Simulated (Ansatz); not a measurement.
## Fields on a plane of TaN (rock salt)

```yaml
crystal:
  lattice:
    - [0.00000, 2.20852, 2.20852]
    - [2.20852, 0.00000, 2.20852]
    - [2.20852, 2.20852, 0.00000]
  atoms:
    - { symbol: N, position: [0.00000, 0.00000, 0.00000] }
    - { symbol: Ta, position: [0.50000, 0.50000, 0.50000] }
```

The slice is a {110} plane (indices of the conventional cell) through the point (0.500, 0.500, 0.500) (fractional), spanned by u = [100] and v = [1 -1 -1] in vectors of this cell: u (3.12 Å) and v (4.42 Å, at 90° to u). It covers one period; positions are fractions (u, v).

Atoms on it: N at (0.00, 0.50); Ta at (0.00, 0.00).

All values below come from PBE (plane waves to 420 eV, PAW, scalar-relativistic; Ansatz, a first-principles code). k mesh 18×18×18. These are valence fields of a PAW run, semicore shells included where kept as valence: close to a nucleus they are smooth pseudo fields. Spin-orbit coupling is left out, though Ta is heavy. TaN is run without spin polarisation. TaN was relaxed with its symmetry unable to fall. This is a high-temperature form of TaN.

```
|xxxxxxxxxx0000447777440000xxxxxxxx|
|xxxxxxxxxx0000557777550000xxxxxxxx|
|xxxxxxxx00003366888866330000xxxxxx|
|xxxxxx000011558899998855110000xxxx|
|0000000011557799999999775511000000|
|0000003355778899999999887755330000|
|2233446677889999999999998877664433|
|xxxxxx668899999999999999998877xxxx|
|xxxxxxxx77999988888888999977xxxxxx|
|xxxxxxxxxx8888888888888888xxxxxxxx|
|xxxxxxxxxx7788777777778877xxxxxxxx|
|xxxxxxxxxx7777777777777777xxxxxxxx|
|xxxxxxxxxx7788777777778877xxxxxxxx|
|xxxxxxxxxx8888888888888888xxxxxxxx|
|xxxxxxxx77999988888888999977xxxxxx|
|xxxxxx778899999999999999998866xxxx|
|2233446677889999999999998877664433|
|0000003355778899999999887755330000|
|0000000011557799999999775511000000|
|xxxxxx000011558899998855110000xxxx|
|xxxxxxxx00003366888866330000xxxxxx|
|xxxxxxxxxx0000557777550000xxxxxxxx|
|xxxxxxxxxx0000447777440000xxxxxxxx|
|xxxxxxxxxx0000446666440000xxxxxxxx|
```
Scale: ten equal steps from 4.00 (start of '0') to 12.98 (end of '9'), in the order '0123456789'. Values: electrostatic potential energy of an electron, from the cell's mean, in eV. The map has 17 points along u (two characters each, u = 0 at the left) and 24 along v (v = 0 in the bottom row). Points within 0.9 Å of a nucleus are blanked (x), as the pseudised field means little there. Values under 4 eV are set to 4. The zero, the cell's mean, hangs on the PAW cores.

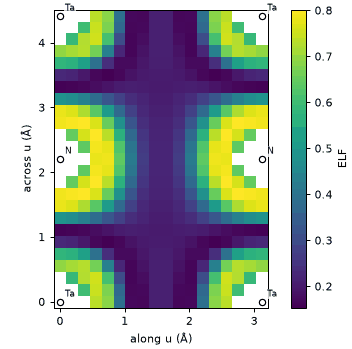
Figure. Electron localisation function (ELF), one period of the plane, atoms marked. Points within 0.4 Å of a nucleus are left white, as the pseudised field means little there.

The density on the N–Ta line (2.21 Å) at its density minimum, 1.0 Å from N is 0.53 e/Å³. The ELF at that point is 0.2.
